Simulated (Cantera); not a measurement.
Feed: 1 mol Fe2O3, 1.4 mol H2, held at 1.00 Torr.

Cantera equilibrium calculation (NASA polynomials, part measured and part estimated; ideal gas, pure solids and liquids). Candidate condensed phases: Fe, FeO, Fe(OH)2, Fe(OH)3, Fe2O3, Fe3O4, H2O; 12 gas species. The tables' stoichiometric FeO is somewhat more stable than real wüstite, so its field is too wide. FeO: taken at fixed stoichiometry. Kinetics and transport are ignored.

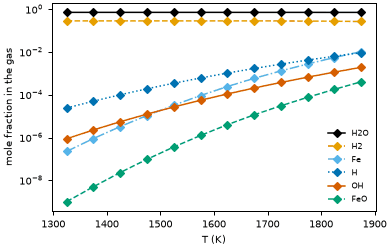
Equilibrium gas composition (values under 1e-9 drawn at 1e-9)

### Question
Read off the mole fractions at 1875 K.

### Answer
H2O about 0.71, H2 about 0.27, Fe about 0.011, H about 0.0093, OH about 0.0019, FeO about 0.00041.
